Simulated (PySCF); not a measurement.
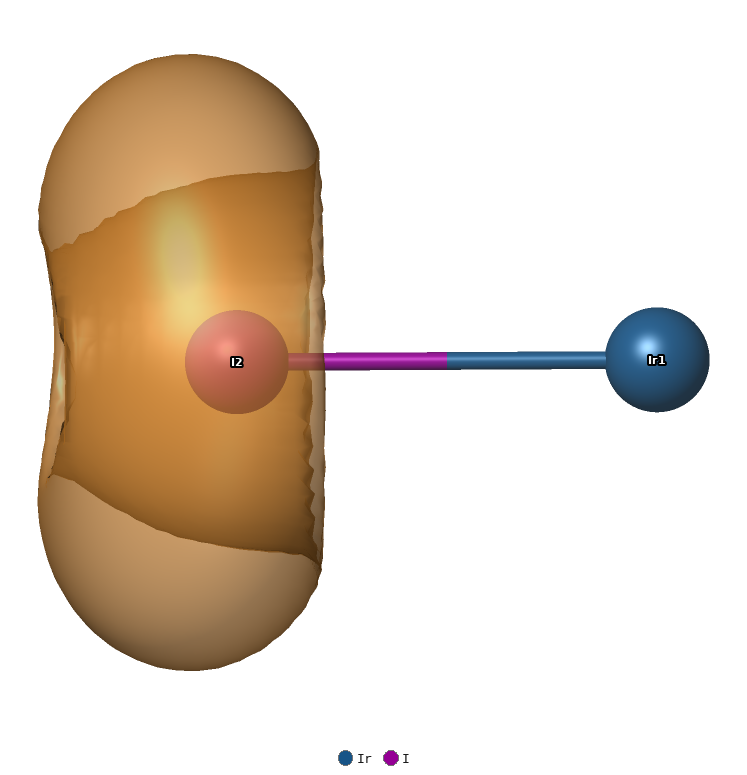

IrI (triplet). Isosurface of the ELF at 0.75 (orange), seen from one side. Core shells and regions of very low density are left out.

Core potentials replace the inner electrons of Ir and I.

Computed with PBE0/def2-TZVPP, non-relativistic Hamiltonian with scalar-relativistic core potentials where named, at a bond length of 2.472 Å (PySCF).

```xyz
2

Ir    0.0000    0.0000   -0.9807
I     0.0000    0.0000    1.4913
```

Identify the bonds, lone pairs and shells in this picture.

The ELF exceeds this value in one ring or bowl of non-bonding electrons around I. Profiles from the grid: Ir–I (2.47 Å): the ELF peaks at about 0.60 in the valence shell of I, 1.1 Å from its nucleus, and is about 0.50 at the midpoint.
